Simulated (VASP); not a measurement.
Band structure of CdSe (wurtzite). Calculation: modified Becke-Johnson potential (mBJ), VASP's PBE PAW potentials (set 64) (plane waves; VASP 6.6.1).

mBJ is a potential without an energy functional, so only the levels count.

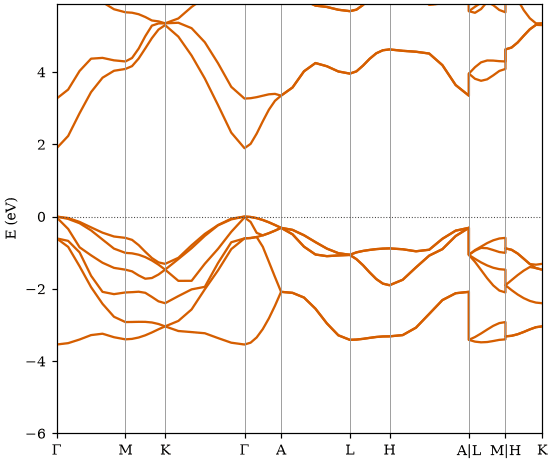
Figure: Bands along high-symmetry lines, zero at the valence-band maximum or, without a gap, the Fermi level

**Question.** Read the plot: is there a gap, and where are the band edges?

**Answer.** The gap is direct, 1.89 eV, from the valence maximum at Γ to the conduction minimum at Γ.

Measured: gap 1.73 eV (computed value off by +0.16 eV), as given by Abedi et al., (2022), arXiv:2211.14644.

The compound is CdSe in the wurtzite structure. It was relaxed first, which changed the volume by +7 %. The cell's shape comes from a PBE relaxation.
